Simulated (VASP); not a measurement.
Data:

```xyz
2
Lattice="1.5996 -2.7706 0.0000 1.5996 2.7706 0.0000 0.0000 0.0000 5.0595" Properties=species:S:1:pos:R:3 pbc="T T T"
Hf     1.5996     0.9235     1.2649
Hf     1.5996    -0.9235     3.7947
```

Method: PW91 GGA, VASP's PBE PAW potentials (set 64) (plane waves; VASP 6.6.1). Numerical set-up: 520 eV cut-off, 15×15×8 Γ-centred mesh, tetrahedra with Blöchl corrections, potentials Hf_pv.

Unless said otherwise, spin-orbit coupling is left out, though it shifts the bands of the heavy elements here.

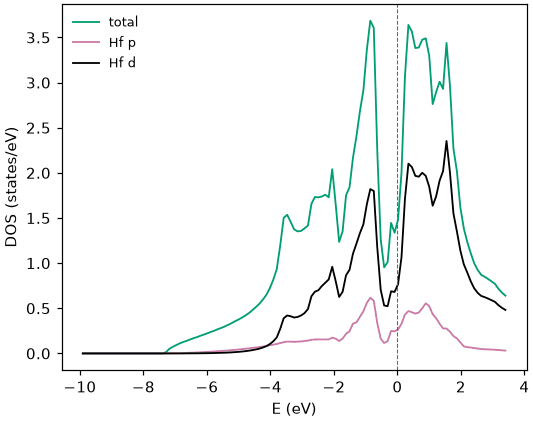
Figure. Total and projected density of states, zero at the Fermi level

Within 2 eV below the Fermi level the largest weight inside VASP's projection spheres is Hf d, then Hf p.

It has no gap at this level: it comes out as a metal or semimetal.

The compound is Hf in the hcp structure. It was relaxed first.
